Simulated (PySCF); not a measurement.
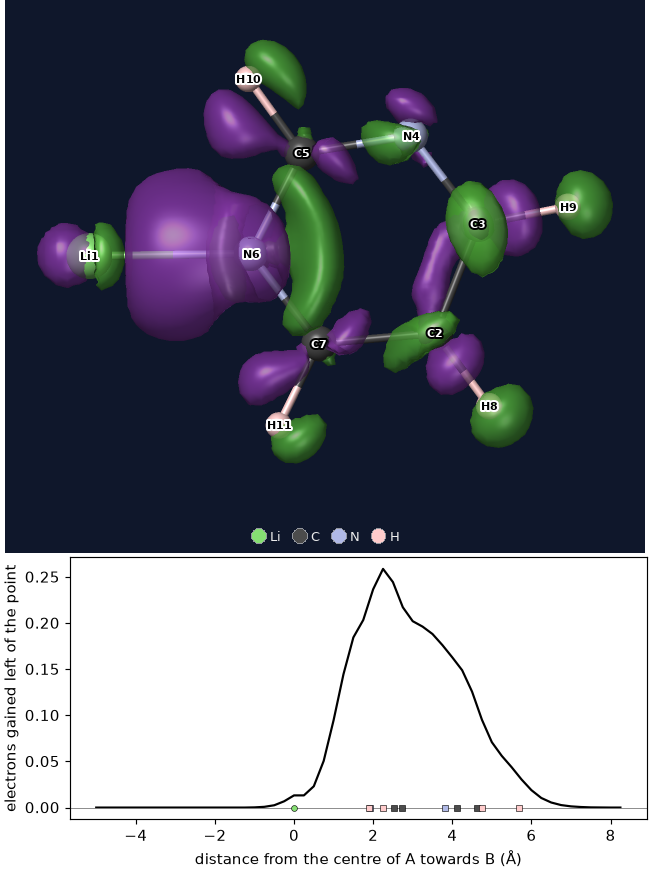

Figure. C4H4LiN2, charge +1, SMILES `[Li+].c1cncnc1`. Density of the complex less the densities of the two fragments at the same geometry, ±0.015 e/Å³ (purple: gain, green: loss). Fragment A: Li(+1) (atom 1); fragment B: H4C4N2. Below: the charge-displacement curve along the line of centres (A on the left).

PySCF calculation, TPSS/def2-SVPD, gas phase; geometry: GFN2-xTB. GFN2-xTB bond lengths at metals and heavier atoms can be off by up to 0.1 Å and shapes distorted, which carries into these values.

How is the density rearranged on binding?

Hirshfeld charges show 0.055 e passing from B to A. By Hirshfeld charges, electrons gather most on N6 (−0.147 e) and leave C3 most (+0.049 e); 0.35 e is displaced in all.

What is the interaction energy, and which contacts carry it?

The counterpoise-corrected interaction energy of the frozen fragments is −40.8 kcal/mol without dispersion correction and −42.0 kcal/mol with D3(BJ). D3 uses neutral-atom coefficients and tends to overbind metal cations. The pair geometry is semi-empirical, not a minimum at this level. Contacts: Li1···N6, 1.92 Å, ρ = 0.040 a.u. The pose is a local one from a semi-empirical search, not shown to be the most stable.
